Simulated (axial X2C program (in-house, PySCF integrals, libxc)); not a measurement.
# Linear AlCN at several levels

How do method and spin–orbit coupling move the bonds and stretches of AlCN, held linear?

Program: an in-house X2C program for linear molecules on PySCF integrals. Level of theory: all-electron X2C, two-component (2c) or spin-free, Al dyall-v3z, C dyall-v3z, N dyall-av3z. These are calculated values, not measurements.

All values are calculated.

2 further runs of the same task are left out: 2 set aside as unsound or not needed.

## 1. Input

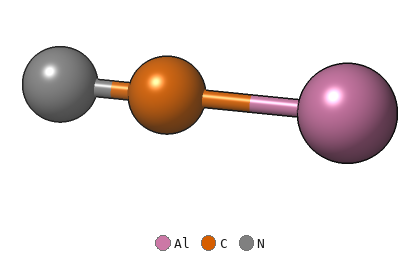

The atoms on one line, bonds 1.960 and 1.160 Å (aluminium pink, carbon orange, nitrogen grey).

task.json reads:

```json
{
 "zs": [
  13,
  6,
  7
 ],
 "q": 0,
 "bas": [
  "dyall-v3z",
  "dyall-v3z",
  "dyall-av3z"
 ],
 "r0": [
  1.96,
  1.16
 ],
 "symm": 0,
 "scan": [
  "PBE0",
  "HF",
  "B3LYP"
 ],
 "levels": [
  "PBE0",
  "HF",
  "PBE"
 ],
 "nst": 2
}
```

Keys: zs atomic numbers; q charge; bas basis sets; r0 starting distance in Å; symm equal bonds; scan levels of the two-bond scan (MP2 follows by itself at each HF point); levels methods; nst determinants followed.

The run is started by

```
$ python solin.py task.json out
```

Masses Al 26.982, C 12.000, N 14.003 u.

## 2. Scan at PBE0, 2c

State: Ω = 0 (all partner blocks equally filled). Energies above the lowest point, from the job's result record:

| r(Al–C) (Å) | r(C–N) (Å) | E (meV) |
| --- | --- | --- |
| 1.9831 | 1.1290 | 62.06 |
| 1.9831 | 1.1580 | 13.12 |
| 1.9831 | 1.1869 | 63.53 |
| 2.0340 | 1.1290 | 49.42 |
| 2.0340 | 1.1580 | 0.00 |
| 2.0340 | 1.1869 | 49.91 |
| 2.0340 | 1.2159 | 182.37 |
| 2.0848 | 1.1290 | 63.84 |
| 2.0848 | 1.1580 | 13.93 |
| 2.0848 | 1.1869 | 63.32 |
| 2.1357 | 1.1580 | 49.59 |
| 2.1357 | 1.2159 | 229.80 |

A quadratic surface with cubic terms in each bond gives the minimum at 2.032 and 1.157 Å, force constants 1.69, 19.1 and coupling -0.06 mdyn/Å.

## 3. Scan at HF, 2c

State: Ω = 0 (all partner blocks equally filled). Energies above the lowest point, from the job's result record:

| r(Al–C) (Å) | r(C–N) (Å) | E (meV) |
| --- | --- | --- |
| 1.9831 | 1.1290 | 16.97 |
| 1.9831 | 1.1580 | 51.29 |
| 1.9831 | 1.1869 | 188.42 |
| 2.0340 | 1.1290 | 0.00 |
| 2.0340 | 1.1580 | 33.43 |
| 2.0340 | 1.1869 | 169.62 |
| 2.0340 | 1.2159 | 392.08 |
| 2.0848 | 1.1290 | 11.76 |
| 2.0848 | 1.1580 | 44.26 |
| 2.0848 | 1.1869 | 179.48 |
| 2.1357 | 1.1580 | 78.10 |
| 2.1357 | 1.2159 | 432.69 |

A quadratic surface with cubic terms in each bond gives the minimum at 2.037 and 1.135 Å, force constants 1.75, 22.3 and coupling -0.11 mdyn/Å.

## 4. Scan at B3LYP, 2c

State: Ω = 0 (all partner blocks equally filled). Energies above the lowest point, from the job's result record:

| r(Al–C) (Å) | r(C–N) (Å) | E (meV) |
| --- | --- | --- |
| 1.9831 | 1.1290 | 67.29 |
| 1.9831 | 1.1580 | 16.92 |
| 1.9831 | 1.1869 | 64.30 |
| 2.0340 | 1.1290 | 50.81 |
| 2.0340 | 1.1580 | 0.00 |
| 2.0340 | 1.1869 | 46.90 |
| 2.0340 | 1.2159 | 174.78 |
| 2.0848 | 1.1290 | 61.07 |
| 2.0848 | 1.1580 | 9.80 |
| 2.0848 | 1.1869 | 56.20 |
| 2.1357 | 1.1580 | 41.03 |
| 2.1357 | 1.2159 | 213.74 |

A quadratic surface with cubic terms in each bond gives the minimum at 2.039 and 1.158 Å, force constants 1.62, 18.7 and coupling -0.05 mdyn/Å.

## 5. Comparison

| level | r(Al–C) (Å) | r(C–N) (Å) | lower stretch (cm⁻¹) | upper stretch (cm⁻¹) |
| --- | --- | --- | --- | --- |
| PBE0, 2c | 2.032 | 1.157 | 458.7 | 2272.7 |
| HF, 2c | 2.037 | 1.135 | 467.3 | 2457.3 |
| B3LYP, 2c | 2.039 | 1.158 | 449.2 | 2248.7 |
| MP2, 2c | 2.028 | 1.180 | 464.2 | 2057.9 |
| PBE0, spin-free | 2.031 | 1.157 | 458.7 | 2272.7 |
| HF, spin-free | 2.037 | 1.135 | 467.3 | 2457.4 |
| B3LYP, spin-free | 2.039 | 1.158 | 449.3 | 2248.8 |
| MP2, spin-free | 2.028 | 1.180 | 464.3 | 2057.8 |

Scans not shown above were run alike.

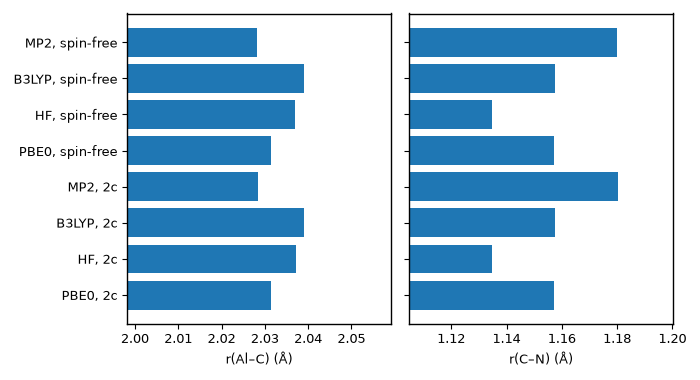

The two bond lengths by level.

**Reading.** Over the levels the Al–C bond spans 2.028 to 2.039 Å and the C–N bond 1.135 to 1.180 Å. At PBE0 spin–orbit coupling leaves both bonds unchanged to 0.001 Å. Each state is one determinant, the lowest of a limited PBE0 search; the stretches come from a fit to few points and are good to some per cent at best. MP2 freezes inner shells (threshold -2 hartree). The molecule was held linear; bending was not examined, so a bent shape may lie lower.
